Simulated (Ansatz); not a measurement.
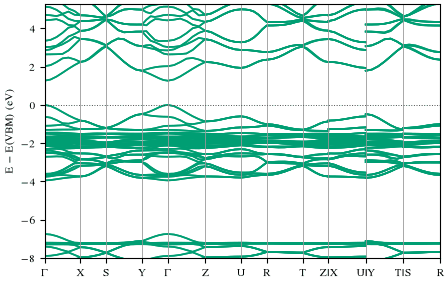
Figure: Band structure from r²SCAN with spin–orbit coupling (plane waves, PAW; program Ansatz)

Problem. Read off the gap and where the band edges lie.

Solution. About 1.3 eV (1.26 eV by a search for the band edges); maximum at Γ, minimum at Γ.

The material is CsPbBr3 in space group Pnma (No. 62; Pb on 4a, Cs on 4c, Br on 8d, Br on 4c).

Symmetry was held in the r²SCAN relaxation.

Potentials: the later of the program's two PAW sets.
